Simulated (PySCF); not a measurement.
## Frequency calculation of BCl₃

- system: BCl₃
- method: RKS-based PBE, B def2-TZVP, Cl def2-TZVP; non-relativistic Hamiltonian; density fitting (PySCF 2.14.0)

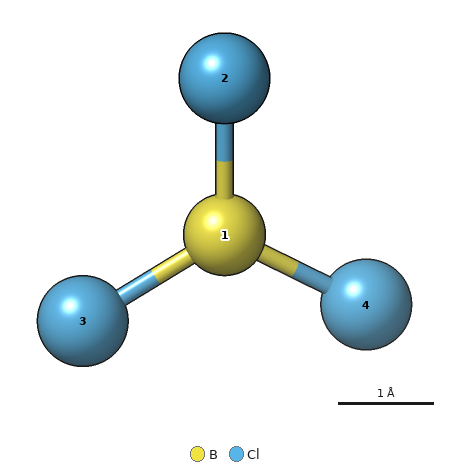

Fig. 1: The structure (ball-and-stick view, seen at a tilt; atoms are numbered from 1 in the order of the input). Bond lengths as drawn: B–Cl 1.75 Å.

### Key numbers

| quantity | value |
| --- | --- |
| outcome | converged |
| total energy | −1405.021699 hartree |
| HOMO | −7.67 eV |
| LUMO | −2.66 eV |
| zero-point energy | 0.007428 hartree |
| dipole moment | 0.00 D |
| wavenumbers, lowest and highest | 247 and 932 cm⁻¹ |
| hardware | 4 threads of Arm Neoverse V1, 24 GiB of memory available, shared host |
| wall time | 16 s (CPU time 52 s) |
| peak memory | 1.3 GiB |

### Input file
```python
from pyscf import gto, scf, dft
mol = gto.M(atom='''
B     -0.000000    -0.000000     0.000000
Cl     1.748370     0.000000     0.000000
Cl    -0.874185     1.514133     0.000000
Cl    -0.874185    -1.514133     0.000000''',
    basis={'B': 'def2-TZVP', 'Cl': 'def2-TZVP'},
    charge=0, spin=0)
mf = dft.RKS(mol, xc='PBE')
mf.grids.atom_grid = (75, 302)
aux = {'B': 'def2-universal-JKFIT', 'Cl': 'def2-universal-JKFIT'}
mf = mf.density_fit(auxbasis=aux)
mf.conv_tol = 1e-09
mf.diis_space = 10
mf.max_cycle = 60
mf.verbose = 4
mf.kernel()
```

The script is an equivalent of the set-up of the self-consistent field. The run itself was carried out by a driver, which started from the orbitals of the step before it where there was one and computed the further properties.

Launch command:
```bash
OMP_NUM_THREADS=4 python axn.py task.json out
```

### Output
```
init E= -1405.02169876146
  HOMO = -0.281818491061561  LUMO = -0.0978583716418697  gap/eV = 5.00581
cycle= 1 E= -1405.0216987614  delta_E= 6e-11  |g|= 1.66e-05  |ddm|= 1.6e-05
  HOMO = -0.281817684103334  LUMO = -0.0978543616689542  gap/eV = 5.00590
cycle= 2 E= -1405.02169876111  delta_E= 2.9e-10  |g|= 3.66e-05  |ddm|= 3.42e-05
  HOMO = -0.281818036916189  LUMO = -0.0978570167873158  gap/eV = 5.00583
cycle= 3 E= -1405.02169876148  delta_E= -3.67e-10  |g|= 1.19e-06  |ddm|= 2.35e-05
  HOMO = -0.281818133082837  LUMO = -0.0978570645261527  gap/eV = 5.00584
cycle= 4 E= -1405.02169876147  delta_E= 1.36e-12  |g|= 8.66e-08  |ddm|= 9.26e-07
  HOMO = -0.281818142168387  LUMO = -0.0978570712989466  gap/eV = 5.00584
Extra cycle  E= -1405.02169876147  delta_E= 4.55e-13  |g|= 1.28e-07  |ddm|= 1.72e-07
converged SCF energy = -1405.02169876147
```

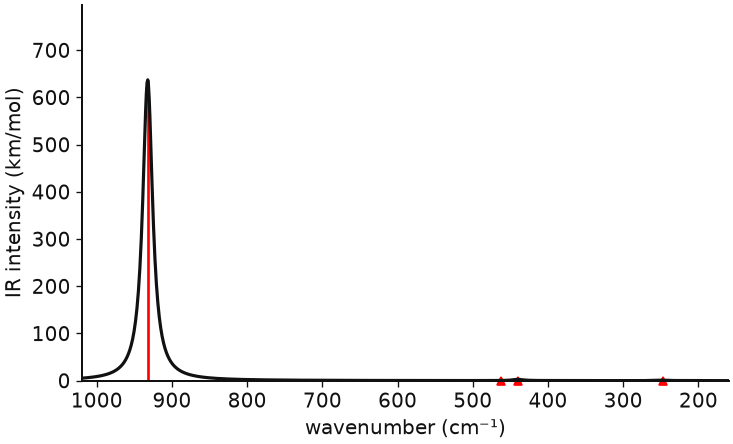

Fig. 2: Harmonic infrared spectrum, unscaled: sticks (degenerate modes added up, dark ones marked on the axis) with a Lorentzian envelope of 16 cm⁻¹ full width, scaled to the tallest stick. 6 modes from 247 to 932 cm⁻¹, none imaginary. The strongest line is at 932 cm⁻¹ (637 km/mol). All modes, in cm⁻¹ (km/mol): 247 (0.5), 247 (0.5), 440 (2.7), 463 (0.0), 932 (319), 932 (319).

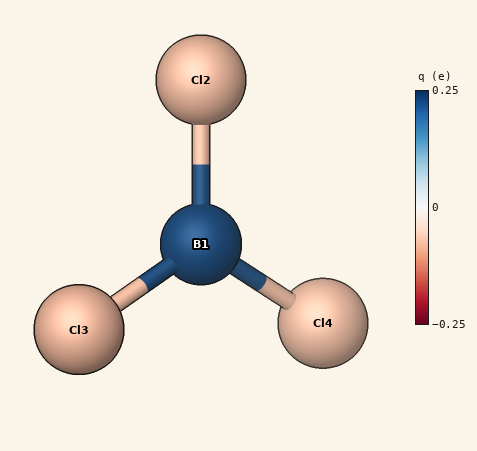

Fig. 3: Mulliken charges, as the colour of each atom (ball-and-stick view, seen at a tilt; atoms are numbered from 1 in the order of the input). By element: B +0.23 and Cl −0.08 e.
